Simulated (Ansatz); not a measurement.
Consider Cl4FTa···NH3.

The calculation's input:

```
crystal:
  periodic: [false, false, false]
  atoms:
    - { symbol: Ta, position_ang: [0.0, 0.0, 0.0] }
    - { symbol: "N", position_ang: [2.51, 0.0, 0.0] }
    - { symbol: H, position_ang: [3.04, -0.5118, 0.762] }
    - { symbol: H, position_ang: [3.04, 0.5118, -0.762] }
    - { symbol: Cl, position_ang: [0.0, 0.0, 2.47] }
    - { symbol: Cl, position_ang: [0.0, 0.0, -2.47] }
    - { symbol: Cl, position_ang: [-1.235, 2.139, 0.0] }
    - { symbol: Cl, position_ang: [-1.235, -2.139, 0.0] }
    - { symbol: F, position_ang: [0.7032, -1.7912, 1.127] }
    - { symbol: H, position_ang: [1.9054, -1.1844, 0.7452] }
basis:
  gaussian: { orbitals: def2-SVP }
hamiltonian:
  xc: hf
relax:
  f_tol: 0.15
  max_steps: 25
  restrain:
    - { distance: [0, 8], at: 1.93, k: 30.0 }
    - { distance: [9, 1], at: 1.06, k: 30.0 }
    - { distance: [0, 1], at: 3.36, k: 30.0 }
    - { distance: [9, 8], at: 2.12, k: 30.0 }
output:
  orbitals: {}
```

Run with:

```sh
ansatz run input.yaml --threads 4 --pin off --max-ram 5120MiB --backend cpu --events-out ev --progress --plain --runs-dir out
```

The fields are those of the run's last geometry, not of the input's.

Core potentials replace the inner electrons of Ta; not at a stationary point (largest force 1.3 eV/Å).

All numbers below come from RHF/def2-SVP in Ansatz 0.2.0.

Predict the electron density and electron localisation function between the atoms.

Answer. Ta1···N2 (3.34 Å): the density falls to about 0.05 e/Å³ on the way; the ELF dips to about 0 between them.
Ta–F (1.90 Å): ρ at the midpoint is about 0.92 e/Å³; the ELF peaks at about 0.85 in the valence shell of F, 0.5 Å from its nucleus, and drops to about 0.20 between the two atoms.
Ta–Cl (2.27 Å): the density is about 0.73 e/Å³ at the midpoint; the ELF peaks at about 0.85 in the valence shell of Cl, 0.8 Å from its nucleus, and is about 0.45 at the midpoint.
N–H (1.03 Å): the density is about 2.8 e/Å³ at the midpoint; the ELF climbs to about 1 towards the hydrogen, as it does in any bond to H; a covalent bond by its length.

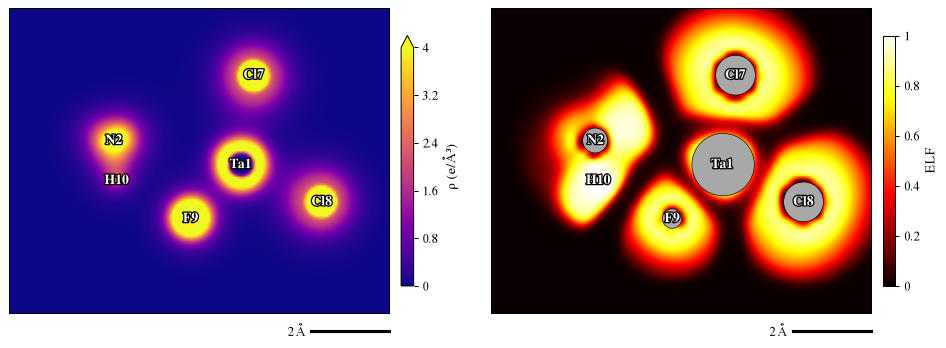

Computed electron density and electron localisation function on the plane of atoms Cl7, Ta1 and F9, in this order. Grey discs cover the atomic cores in the ELF map. 
